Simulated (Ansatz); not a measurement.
# CH4BFOSi (SMILES O=CB[SiH2]F): wB97M-V/def2-SVP

What is the energy change on altering one bond length of CH4BFOSi at wB97M-V/def2-SVP? 

The results are computed with Ansatz 0.2.0.

152 further runs of the same task are left out: 152 set aside as unsound or not needed.

**1. The structure to begin with**

CH4BFOSi: 9 atoms, total charge 0, spin state singlet. SMILES: `O=CB[SiH2]F`. The coordinates come from a PBE0-D4/def2-TZVP relaxation. This is one conformer, not always the lowest.

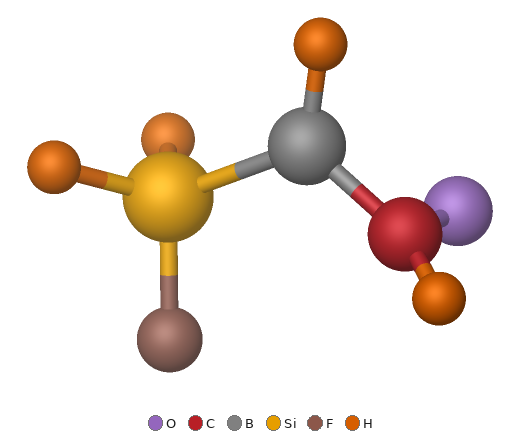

Viewed from a chosen angle; oxygen purple, carbon red, boron grey, silicon amber, fluorine brown, hydrogen orange.

**2. The energy at wB97M-V/def2-SVP**

input.yaml reads:

```yaml
crystal:
  periodic: [false, false, false]
  atoms:
    - {symbol: O, position_ang: [-0.789500, 0.780400, 1.703800]}
    - {symbol: C, position_ang: [-0.128300, 1.442100, 0.910400]}
    - {symbol: B, position_ang: [0.628100, 0.188700, 0.495800]}
    - {symbol: Si, position_ang: [-0.077200, -1.007600, -0.945000]}
    - {symbol: F, position_ang: [-1.360800, -0.349200, -1.659700]}
    - {symbol: H, position_ang: [-0.262400, 2.525000, 0.778500]}
    - {symbol: H, position_ang: [1.608700, -0.084900, 1.121700]}
    - {symbol: H, position_ang: [0.964000, -1.202600, -1.991900]}
    - {symbol: H, position_ang: [-0.494200, -2.338100, -0.430900]}
basis:
  gaussian:
    orbitals: def2-SVP
hamiltonian:
  xc: {name: wB97M-V}
accuracy: high
output: {orbitals: {seedname: orbitals}}
```

Started as:

```
$ ansatz run input.yaml --threads 1 --pin off --max-ram 3480MiB --events-out events.jsonl --progress --plain --runs-dir runs
```

Output:

```text
Warning: RAYON_NUM_THREADS=1 ignored (pool sized by the plan → 1); use --threads N
Functional definition: wB97M-V
  name "wB97M-V"
  parameter omega = 0.3/bohr
  parameter cx = 0.15
  parameter cx01 = 1.007
  parameter cx10 = 0.259
  parameter css00 = 0.443
  parameter css04 = -1.437
  parameter css10 = -4.535
  parameter css20 = -3.390
  parameter css43 = 4.278
  parameter cos00 = 1.000
  parameter cos10 = 1.358
  parameter cos20 = 2.924
  parameter cos21 = -8.812
  parameter cos60 = -1.390
  parameter cos61 = 9.142
  parameter b = 6.0
  parameter c = 0.01
  gx(w, u) = 1 - cx + cx01*u + cx10*w
  gss(w, u) = css00 + css04*u^4 + css10*w + css20*w^2 + css43*w^4*u^3
  gos(w, u) = cos00 + cos10*w + (cos20 + cos21*u)*w^2 + (cos60 + cos61*u)*w^6
  exchange = spin_sum(e_x_unif_sr(omega)*gx(b97_w, b97_u_x)) + cx*exact_x_sr(omega) + exact_x_lr(omega)
  correlation = spin_sum(e_c_pw_mod_same_spin*gss(b97_w, b97_u_same))
      + integral(e_c_pw_mod_opposite_spin*gos(b97_w_opposite, b97_u_opposite)) + vv10(b, c)
2118 factors; integrals over basis functions are off by at most 3.7e-9 eV
380 factors; integrals over basis functions are off by at most 1.9e-9 eV
mean field evaluation 1: about -14406.0156 eV, gradient 4.1e1 eV
mean field evaluation 2: about -14403.8337 eV, gradient 5.7e1 eV
mean field evaluation 4: about -14409.2346 eV, gradient 3.0e0 eV
mean field evaluation 8: about -14409.3845 eV, gradient 1.3e-1 eV
mean field evaluation 16: about -14409.3847 eV, gradient 3.6e-4 eV
mean field -14409.38468200 eV, -529.5351200319 hartree, gradient 5.6e-8 eV, S^2 0.000000; 0 other end points of the search recorded, 0 dependent functions left out
reference -14409.38468653 eV, -529.5351201983 hartree; 23, 23 occupied and 71, 71 virtual orbitals, 2118 factors
Total energy: -14409.38468653 eV, -529.5351201983 hartree
```

It took 86 s on 1 thread of Arm Neoverse V2, shared host; peak memory 0.61 GiB.

**3. The distorted shape, same level**

in.yaml reads:

```yaml
crystal:
  periodic: [false, false, false]
  atoms:
    - {symbol: O, position_ang: [-0.596987, 0.681654, 1.810990]}
    - {symbol: C, position_ang: [0.064213, 1.343354, 1.017590]}
    - {symbol: B, position_ang: [0.820613, 0.089954, 0.602990]}
    - {symbol: Si, position_ang: [0.115313, -1.106346, -0.837810]}
    - {symbol: F, position_ang: [-1.360800, -0.349200, -1.659700]}
    - {symbol: H, position_ang: [-0.069887, 2.426254, 0.885690]}
    - {symbol: H, position_ang: [1.801213, -0.183646, 1.228890]}
    - {symbol: H, position_ang: [1.156513, -1.301346, -1.884710]}
    - {symbol: H, position_ang: [-0.301687, -2.436846, -0.323710]}
basis:
  gaussian: {orbitals: def2-SVP}
magnetization: {spin_polarized: false}
hamiltonian: {xc: {name: wB97M-V}}
accuracy: high
output: {orbitals: {seedname: orbitals}}
```

Started as:

```
$ ansatz run in.yaml --threads 1 --pin off --max-ram 3480MiB --events-out events.jsonl --progress --plain --runs-dir runs
```

Output, shortened:

```text
Warning: RAYON_NUM_THREADS=1 ignored (pool sized by the plan → 1); use --threads N
[... 2 set-up lines as earlier in the session ...]
[...]
  gx(w, u) = 1 - cx + cx01*u + cx10*w
  gss(w, u) = css00 + css04*u^4 + css10*w + css20*w^2 + css43*w^4*u^3
  gos(w, u) = cos00 + cos10*w + (cos20 + cos21*u)*w^2 + (cos60 + cos61*u)*w^6
[...]
      + integral(e_c_pw_mod_opposite_spin*gos(b97_w_opposite, b97_u_opposite)) + vv10(b, c)
2109 factors; integrals over basis functions are off by at most 8.3e-9 eV
383 factors; integrals over basis functions are off by at most 2.0e-9 eV
[...]
mean field -14408.86696108 eV, -529.5160941390 hartree, gradient 3.7e-8 eV, S^2 0.000000; 0 other end points of the search recorded, 0 dependent functions left out
reference -14408.86696549 eV, -529.5160943010 hartree; 23, 23 occupied and 71, 71 virtual orbitals, 2109 factors
Total energy: -14408.86696549 eV, -529.5160943010 hartree
```

Run time: 90 s. Hardware: 1 thread of Arm Neoverse V2, shared host; peak memory 0.61 GiB.

**4. Results**

At wB97M-V/def2-SVP:

| quantity | value |
| --- | --- |
| first shape: total energy | -529.53512 Eh |
| first shape: HOMO energy | -10.35 eV |
| first shape: LUMO energy | 0.60 eV |
| first shape: HOMO–LUMO gap | 10.96 eV |
| distorted shape: total energy | -529.51609 Eh |
| distorted shape: HOMO energy | -10.57 eV |
| distorted shape: LUMO energy | 0.48 eV |
| distorted shape: HOMO–LUMO gap | 11.05 eV |
| energy change with the Si4–F5 bond stretched from 1.610 to 1.851 Å | 0.518 eV |

**Reading.** With the Si4–F5 bond stretched from 1.610 to 1.851 Å the energy rises by 0.52 eV (50.0 kJ/mol). The first shape isn't relaxed at this level, so the change isn't measured from a minimum.
